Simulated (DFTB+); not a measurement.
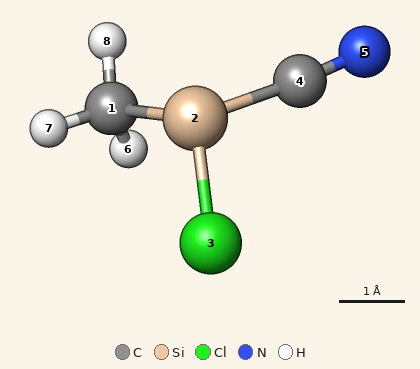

The input geometry (ball-and-stick view, seen at a tilt; atoms are numbered from 1 in the order of the input).

# Geometry relaxation, with input and output: C2H3ClNSi

System: C2H3ClNSi, multiplicity 2.
Method: GFN1-xTB, R-SCC, dispersion built in (DFTB+ 25.1).

The geometry comes from this level: PBE0-D4/def2-TZVP.

**Input (dftb_in.hsd)**
```
Geometry = GenFormat {
  <<< "mol.gen"
}

Driver = GeometryOptimisation {
  Optimiser = Rational {}
  MaxSteps = 200
  Convergence = {
    GradElem = 0.003
  }
  AppendGeometries = Yes
}

Hamiltonian = xTB {
  Method = "GFN1-xTB"
  Charge = 0
  SCCTolerance = 1e-08
  Filling = Fermi {
    Temperature [K] = 300
  }
  SpinPolarisation = Colinear {
    UnpairedElectrons = 1
  }
  SpinConstants = {
    ShellResolvedSpin = No
    C = 0.0
    Si = 0.0
    Cl = 0.0
    N = 0.0
    H = 0.0
  }
}

Analysis = {
  PrintForces = Yes
}

Options = {
  WriteResultsTag = Yes
}

ParserOptions = {
  ParserVersion = 14
}
```

**File mol.gen**
```
8 C
C Si Cl N H
   1  1     -0.710900     -0.544800      0.782600
   2  2      0.598800      0.648200      0.225400
   3  3      2.483200     -0.092800      0.512800
   4  1      0.405700      0.989300     -1.574400
   5  4      0.241700      1.298400     -2.674300
   6  5     -0.600600     -1.491500      0.246800
   7  5     -0.626000     -0.731800      1.854000
   8  5     -1.699700     -0.132000      0.571400
```

Hardware: 1 thread of Intel Xeon (Sapphire Rapids), 192 GiB of memory available, shared host.

Run as:
```bash
dftb+ > output.log
```

**What the program printed**
```
|  DFTB+ development version (commit: a23bfb2)

Reading input file 'dftb_in.hsd'
Parser version: 14

--------------------------------------------------------------------------------

Processed input in HSD format written to 'dftb_pin.hsd'

Starting initialization...
--------------------------------------------------------------------------------
OpenMP threads:              1
Chosen random seed:          89124927
Current stacksize:           unlimited
Mode:                        Geometry optimisation relaxation
Self consistent charges:     Yes
SCC-tolerance:                 0.100000E-07
Max. scc iterations:                    100
Shell resolved Hubbard:      Yes
Spin polarisation:           Yes
Nr. of up electrons:            14.000000
Nr. of down electrons:          13.000000
Periodic boundaries:         No
Electronic solver:           Relatively robust
Mixer:                       Broyden mixer
Mixing parameter:                  0.200000
Nr. of chrg. vec. in memory:            100
Max. SCC-cycles:                        100
Max. nr. of geometry steps:             200
tblite library version:      0.3.0
-> parametrization:          GFN1-xTB
-> repulsion:                Yes
-> dispersion:               Yes
-> halogen bonding:          Yes
-> electrostatics:           Yes
   -> isotropic:             Yes
   -> anisotropic:           No
   -> third-order:           Yes
Electronic temperature:              0.950045E-03 H      0.258520E-01 eV
Initial charges:             Set automatically (system chrg:   0.000E+00)
Included shells:             C:  s, p
                            Si:  s, p, d
                            Cl:  s, p, d
                             N:  s, p
                             H:  s, s2
Spin coupling constants:     C   1(s)-1(s):   0.000000E+00
                             C   1(s)-2(p):   0.000000E+00
                             C   2(p)-1(s):   0.000000E+00
                             C   2(p)-2(p):   0.000000E+00
                             Si  1(s)-1(s):   0.000000E+00
                             Si  1(s)-2(p):   0.000000E+00
                             Si  1(s)-3(d):   0.000000E+00
                             Si  2(p)-1(s):   0.000000E+00
                             Si  2(p)-2(p):   0.000000E+00
                             Si  2(p)-3(d):   0.000000E+00
                             Si  3(d)-1(s):   0.000000E+00
                             Si  3(d)-2(p):   0.000000E+00
                             Si  3(d)-3(d):   0.000000E+00
                             Cl  1(s)-1(s):   0.000000E+00
                             Cl  1(s)-2(p):   0.000000E+00
                             Cl  1(s)-3(d):   0.000000E+00
                             Cl  2(p)-1(s):   0.000000E+00
                             Cl  2(p)-2(p):   0.000000E+00
                             Cl  2(p)-3(d):   0.000000E+00
                             Cl  3(d)-1(s):   0.000000E+00
                             Cl  3(d)-2(p):   0.000000E+00
                             Cl  3(d)-3(d):   0.000000E+00
                             N   1(s)-1(s):   0.000000E+00
                             N   1(s)-2(p):   0.000000E+00
                             N   2(p)-1(s):   0.000000E+00
                             N   2(p)-2(p):   0.000000E+00
                             H   1(s)-1(s):   0.000000E+00
                             H   1(s)-2(s):   0.000000E+00
                             H   2(s)-1(s):   0.000000E+00
                             H   2(s)-2(s):   0.000000E+00
Extra options:
                             Mulliken analysis
                             Force calculation
Force type                   original

--------------------------------------------------------------------------------

***  Geometry step: 0

 iSCC Total electronic   Diff electronic      SCC error
    1   -0.15161090E+02    0.00000000E+00    0.66139274E+00
    2   -0.13938733E+02   -0.15161090E+02    0.17216644E+01
    3   -0.15264723E+02    0.12223568E+01    0.19336573E+00
    4   -0.15276499E+02   -0.13259901E+01    0.69189826E-01
    5   -0.15277644E+02   -0.11776169E-01    0.38902489E-01
    6   -0.15277488E+02   -0.11449139E-02    0.10821480E-01
    7   -0.15277653E+02    0.15670863E-03    0.28110889E-02
    8   -0.15277655E+02   -0.16580217E-03    0.46841141E-03
    9   -0.15277655E+02   -0.12163720E-05    0.34878518E-03
   10   -0.15277655E+02   -0.72537340E-07    0.66813197E-04
   11   -0.15277655E+02   -0.60969725E-07    0.23501326E-04
   12   -0.15277655E+02   -0.16396111E-08    0.69867859E-05
   13   -0.15277655E+02   -0.15746160E-09    0.34837268E-05
   14   -0.15277655E+02   -0.36468606E-11    0.10222672E-05
   15   -0.15277655E+02   -0.49631410E-11    0.16329086E-06
   16   -0.15277655E+02   -0.28776981E-12    0.45926618E-08

Total Energy:                      -15.0961613590 H         -410.7875 eV
Extrapolated to 0K:                -15.0961613590 H         -410.7875 eV
Total Mermin free energy:          -15.0961613590 H         -410.7875 eV
Force related energy:              -15.0961613590 H         -410.7875 eV

total energy  -1.5096161E+01 H       energy change -1.5096161E+01 H
gradient norm  4.2970508E-02 H/a0    max. gradient  2.7592710E-02 H/a0
step length    0.0000000E+00 a0      max. step      0.0000000E+00 a0

--------------------------------------------------------------------------------

***  Geometry step: 1

 iSCC Total electronic   Diff electronic      SCC error
    1   -0.15268531E+02    0.00000000E+00    0.97111156E-02
    2   -0.15268553E+02    0.91234229E-02    0.58328021E-02
    3   -0.15268562E+02   -0.21931490E-04    0.30523674E-02
    4   -0.15268562E+02   -0.86815606E-05    0.18044014E-02
    5   -0.15268562E+02   -0.70186159E-07    0.17019239E-03
    6   -0.15268562E+02   -0.21516519E-06    0.54886990E-04
    7   -0.15268562E+02   -0.17634004E-07    0.24268947E-04
    8   -0.15268562E+02   -0.73455020E-09    0.59849384E-05
    9   -0.15268562E+02   -0.12338930E-09    0.30304115E-05
   10   -0.15268562E+02   -0.28599345E-10    0.45129665E-07
   11   -0.15268562E+02   -0.81179508E-12    0.26386508E-07
   12   -0.15268562E+02   -0.53290705E-14    0.10578240E-08

Total Energy:                      -15.0971587699 H         -410.8146 eV
Extrapolated to 0K:                -15.0971587699 H         -410.8146 eV
Total Mermin free energy:          -15.0971587699 H         -410.8146 eV
Force related energy:              -15.0971587699 H         -410.8146 eV

total energy  -1.5097159E+01 H       energy change -9.9741088E-04 H
gradient norm  3.8932586E-02 H/a0    max. gradient  2.4724564E-02 H/a0
step length    4.2891456E-02 a0      max. step      2.7541948E-02 a0

--------------------------------------------------------------------------------

***  Geometry step: 2

 iSCC Total electronic   Diff electronic      SCC error
    1   -0.15273281E+02    0.00000000E+00    0.12421142E-01
    2   -0.15273321E+02   -0.47183095E-02    0.72637477E-02
    3   -0.15273340E+02   -0.40743256E-04    0.21166016E-02
    4   -0.15273341E+02   -0.19093419E-04    0.11125821E-02
    5   -0.15273341E+02   -0.37520282E-06    0.30488248E-03
    6   -0.15273341E+02   -0.21589477E-07    0.12491241E-03
    7   -0.15273341E+02   -0.51871398E-07    0.18886844E-04
    8   -0.15273341E+02   -0.15178898E-08    0.15965356E-04
    9   -0.15273341E+02   -0.15135271E-09    0.55682318E-05
   10   -0.15273341E+02   -0.11159251E-09    0.44105098E-07
   11   -0.15273341E+02   -0.42525983E-11    0.31831639E-07
   12   -0.15273341E+02   -0.17763568E-14    0.28498424E-08

Total Energy:                      -15.0982949619 H         -410.8455 eV
Extrapolated to 0K:                -15.0982949619 H         -410.8455 eV
Total Mermin free energy:          -15.0982949619 H         -410.8455 eV
Force related energy:              -15.0982949619 H         -410.8455 eV

total energy  -1.5098295E+01 H       energy change -1.1361920E-03 H
gradient norm  1.6209211E-02 H/a0    max. gradient  7.4101063E-03 H/a0
step length    6.3633548E-02 a0      max. step      4.7035822E-02 a0

--------------------------------------------------------------------------------

***  Geometry step: 3

 iSCC Total electronic   Diff electronic      SCC error
    1   -0.15273357E+02    0.00000000E+00    0.32571653E-02
    2   -0.15273360E+02   -0.16591032E-04    0.24651298E-02
    3   -0.15273361E+02   -0.22915640E-05    0.11999234E-02
    4   -0.15273361E+02   -0.10492066E-05    0.22467733E-03
    5   -0.15273361E+02   -0.80139090E-07    0.82654513E-04
    6   -0.15273361E+02   -0.72414199E-08    0.29340584E-04
    7   -0.15273361E+02   -0.23711575E-08    0.13224223E-04
    8   -0.15273361E+02   -0.23036151E-09    0.47867328E-05
    9   -0.15273361E+02   -0.32366998E-10    0.95153127E-06
   10   -0.15273361E+02   -0.16040502E-11    0.47077606E-08

Total Energy:                      -15.0986175326 H         -410.8543 eV
Extrapolated to 0K:                -15.0986175326 H         -410.8543 eV
Total Mermin free energy:          -15.0986175326 H         -410.8543 eV
Force related energy:              -15.0986175326 H         -410.8543 eV

total energy  -1.5098618E+01 H       energy change -3.2257070E-04 H
gradient norm  1.3263083E-02 H/a0    max. gradient  6.1176745E-03 H/a0
step length    3.3122599E-02 a0      max. step      1.8750984E-02 a0

--------------------------------------------------------------------------------

***  Geometry step: 4

 iSCC Total electronic   Diff electronic      SCC error
    1   -0.15271008E+02    0.00000000E+00    0.70488834E-02
    2   -0.15271011E+02    0.23525074E-02    0.50667810E-02
    3   -0.15271011E+02   -0.24787042E-05    0.14276400E-02
    4   -0.15271012E+02   -0.39767451E-06    0.31205375E-03
    5   -0.15271012E+02   -0.41531303E-06    0.15329691E-03
    6   -0.15271012E+02   -0.20727857E-07    0.60864557E-04
    7   -0.15271012E+02    0.86369667E-09    0.10394513E-04
    8   -0.15271012E+02   -0.12400623E-08    0.10427405E-05
    9   -0.15271012E+02   -0.51976201E-10    0.13595803E-06
   10   -0.15271012E+02   -0.45297099E-12    0.49654088E-07
   11   -0.15271012E+02   -0.12434498E-13    0.56138931E-08

Total Energy:                      -15.0989687627 H         -410.8638 eV
Extrapolated to 0K:                -15.0989687627 H         -410.8638 eV
Total Mermin free energy:          -15.0989687627 H         -410.8638 eV
Force related energy:              -15.0989687627 H         -410.8638 eV

total energy  -1.5098969E+01 H       energy change -3.5123007E-04 H
gradient norm  1.0137590E-02 H/a0    max. gradient  4.5944284E-03 H/a0
step length    5.4646408E-02 a0      max. step      3.1627774E-02 a0

--------------------------------------------------------------------------------

***  Geometry step: 5

 iSCC Total electronic   Diff electronic      SCC error
    1   -0.15269332E+02    0.00000000E+00    0.36809613E-02
    2   -0.15269334E+02    0.16800471E-02    0.25217530E-02
    3   -0.15269335E+02   -0.23648832E-05    0.98913748E-03
    4   -0.15269335E+02   -0.74657152E-06    0.26564009E-03
    5   -0.15269335E+02   -0.79139589E-07    0.12734151E-03
    6   -0.15269335E+02   -0.16295530E-07    0.51933899E-04
    7   -0.15269335E+02   -0.43523158E-08    0.88460855E-05
    8   -0.15269335E+02   -0.10015988E-09    0.21085002E-05
    9   -0.15269335E+02   -0.31013414E-10    0.11343692E-05
   10   -0.15269335E+02   -0.89261931E-11    0.17366449E-07
   11   -0.15269335E+02   -0.44053650E-12    0.99126427E-08

Total Energy:                      -15.0990771952 H         -410.8668 eV
Extrapolated to 0K:                -15.0990771952 H         -410.8668 eV
Total Mermin free energy:          -15.0990771952 H         -410.8668 eV
Force related energy:              -15.0990771952 H         -410.8668 eV

total energy  -1.5099077E+01 H       energy change -1.0843245E-04 H
gradient norm  6.4213286E-03 H/a0    max. gradient  2.6326881E-03 H/a0
step length    2.5847288E-02 a0      max. step      1.2811546E-02 a0

Geometry converged

--------------------------------------------------------------------------------
--------------------------------------------------------------------------------
Pre-SCC initialisation                 +       0.02 (  7.6%)       0.01 (  5.0%)
SCC                                    +       0.15 ( 75.5%)       0.23 ( 82.2%)
Post-SCC processing                    +       0.03 ( 16.3%)       0.03 ( 11.7%)
--------------------------------------------------------------------------------
Missing                                +       0.00 (  0.7%)       0.00 (  1.1%)
Total                                  =       0.20 (100.0%)       0.28 (100.0%)
--------------------------------------------------------------------------------
```

**Trajectory as extended XYZ (Å, eV, eV/Å), 6 frames, from step=0 to step=5**
```
8
Properties=species:S:1:pos:R:3 step=0 energy=-410.78748
C    -0.7109   -0.5448    0.7826
Si    0.5988    0.6482    0.2254
Cl    2.4832   -0.0928    0.5128
C     0.4057    0.9893   -1.5744
N     0.2417    1.2984   -2.6743
H    -0.6006   -1.4915    0.2468
H    -0.6260   -0.7318    1.8540
H    -1.6997   -0.1320    0.5714
8
Properties=species:S:1:pos:R:3 step=1 energy=-410.81462
C    -0.7152   -0.5479    0.7832
Si    0.6134    0.6564    0.2264
Cl    2.4789   -0.0915    0.5121
C     0.4060    0.9846   -1.5685
N     0.2405    1.3024   -2.6837
H    -0.6025   -1.4933    0.2478
H    -0.6278   -0.7334    1.8543
H    -1.7011   -0.1343    0.5726
8
Properties=species:S:1:pos:R:3 step=2 energy=-410.84554
C    -0.7208   -0.5517    0.7839
Si    0.6383    0.6712    0.2292
Cl    2.4726   -0.0896    0.5112
C     0.4038    0.9808   -1.5770
N     0.2410    1.3049   -2.6826
H    -0.6063   -1.4971    0.2498
H    -0.6317   -0.7369    1.8550
H    -1.7046   -0.1386    0.5749
8
Properties=species:S:1:pos:R:3 step=3 energy=-410.85431
C    -0.7194   -0.5504    0.7833
Si    0.6476    0.6812    0.2311
Cl    2.4735   -0.0905    0.5113
C     0.4026    0.9776   -1.5816
N     0.2410    1.3072   -2.6833
H    -0.6094   -1.5003    0.2513
H    -0.6352   -0.7399    1.8557
H    -1.7086   -0.1420    0.5765
8
Properties=species:S:1:pos:R:3 step=4 energy=-410.86387
C    -0.7145   -0.5455    0.7814
Si    0.6576    0.6979    0.2339
Cl    2.4796   -0.0935    0.5123
C     0.4009    0.9715   -1.5881
N     0.2409    1.3118   -2.6856
H    -0.6153   -1.5048    0.2545
H    -0.6420   -0.7456    1.8560
H    -1.7150   -0.1487    0.5798
8
Properties=species:S:1:pos:R:3 step=5 energy=-410.86682
C    -0.7115   -0.5421    0.7804
Si    0.6586    0.7047    0.2346
Cl    2.4847   -0.0957    0.5131
C     0.4006    0.9685   -1.5905
N     0.2407    1.3143   -2.6871
H    -0.6182   -1.5053    0.2569
H    -0.6457   -0.7484    1.8551
H    -1.7170   -0.1529    0.5819
```

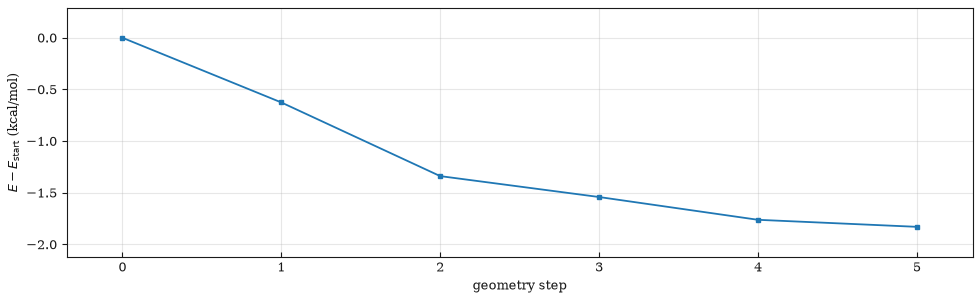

Progress of the relaxation, step by step (steps are counted from 0).

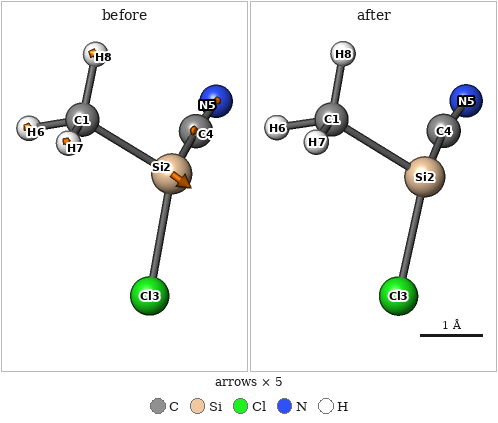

Before (left) and after (right) the relaxation, at one scale (ball-and-stick view, seen at a tilt). The orange arrows give the displacements, magnified 5 times. The atom that moves furthest after the best rigid fit is Si2 (0.083 Å). By element the largest moves are Si 0.083 Å, H 0.029 Å, C 0.027 Å, N 0.020 Å, Cl 0.003 Å. Among the contacts that change: C1–Si2 1.857 → 1.931 Å, Si2–Cl3 2.045 → 2.013 Å, Si2–C4 1.842 → 1.862 Å, C1–H6 1.093 → 1.100 Å. Among the angles that change: C1–Si2–C4 109.8° → 105.7°, Si2–C4–N5 174.6° → 170.8°. After 5 geometry steps the energy has fallen by 1.83 kcal/mol. (Atoms are counted from 1 in the order of the input.)

**Key numbers**

| quantity | value |
| --- | --- |
| outcome | converged |
| Mermin free energy | −15.099077 hartree |
| basis functions | 36 |
| largest force | 0.160 eV/Å |
| dipole moment | 3.99 D |
| peak memory | 0.071 GiB |

Settings chosen away from the usual ones: gtol. These settings are looser than, or depart from, a standard set-up, so the numbers are not reference values for this system. Further notes kept with the run: no spin polarisation.
